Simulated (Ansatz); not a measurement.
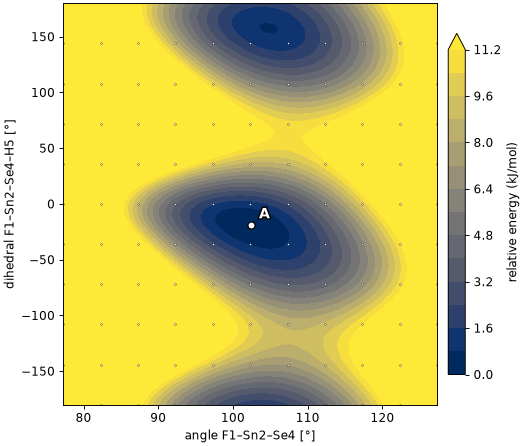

ClFHSeSn, SMILES [F][Sn]([Cl])[SeH], spin multiplicity 2. 
- Coordinates scanned: (1) angle F1–Sn2–Se4; (2) dihedral F1–Sn2–Se4–H5.
- Nothing is relaxed (all other coordinates rigid).
- Grid: 11 × 10 points.
- Points are written as (first, second).
- Energies are in kJ/mol, from the relaxed molecule at the same level.
- Computed with Ansatz, UKS PBE-D4/def2-SVP.

Drawn: filled contours, dots at the grid points, one colour for all values above the top of the scale, the well A. Between grid points the surface is interpolated.

Where is the minimum, and how stiff is the well along each coordinate? Take the well at A.

Answer. The interpolated minimum is at angle F1–Sn2–Se4 ≈ 102.4°, dihedral F1–Sn2–Se4–H5 ≈ −19°. The curvatures there are about 2.5 eV/rad² and 0.19 eV/rad², with a cross term of about 0.27 eV/rad². Round the minimum the valley is somewhat tilted: raising angle F1–Sn2–Se4 shifts the best value of dihedral F1–Sn2–Se4–H5 downwards (coupling k₁₂/√(k₁₁k₂₂) about 0.4). (1 eV is 96.5 kJ/mol.)
